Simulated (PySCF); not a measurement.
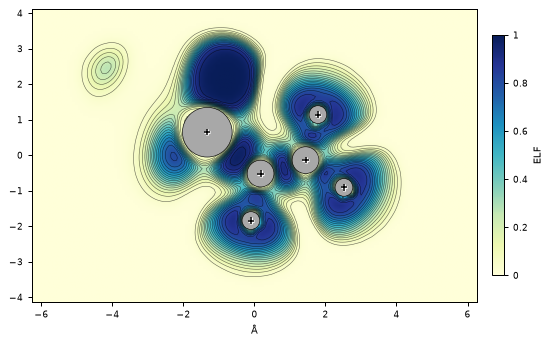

The ELF on a plane through atoms (crosses mark nuclei in the plane; grey discs cover the cores).

Level of theory: PBE0/def2-SVPD, SCF density, gas phase (PySCF 2.14.0).

Candidates:
A. C2H5BF3PSi (SMILES BP[SiH2]C(F)=C(F)F)
B. C6H8Ge (SMILES [GeH3][c]1ccccc1)

Which system is this?

Answer. Candidate A: C2H5BF3PSi on the plane of atoms Si3, C4 and F5, which holds Si, C and F. C–C (1.32 Å): the ELF peaks at about 0.90 between the atoms; a short, multiple covalent bond. C–F (1.33 Å): the ELF peaks at about 0.85 between the atoms: a shared but strongly polarised pair.
